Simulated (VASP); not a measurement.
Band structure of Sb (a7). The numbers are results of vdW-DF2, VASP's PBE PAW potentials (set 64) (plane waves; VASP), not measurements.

Unless said otherwise, spin-orbit coupling is left out, though it shifts the bands of the heavy elements here.

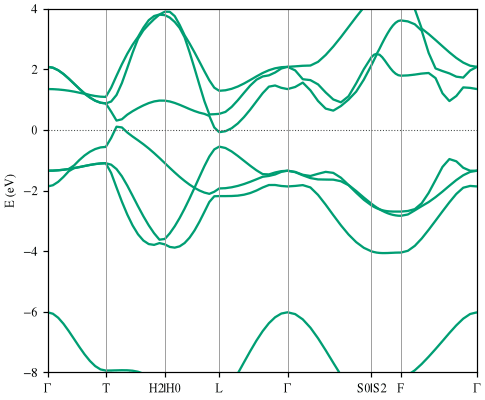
*Bands along high-symmetry lines, zero at the valence-band maximum or, without a gap, the Fermi level*

Q: Read the plot: is there a gap, and where are the band edges?

A: It has no gap at this level: it comes out as a metal or semimetal. (Edges off the drawn lines would not show.)

The compound is Sb in the a7 structure. It was relaxed first, which changed the volume by +25 %.
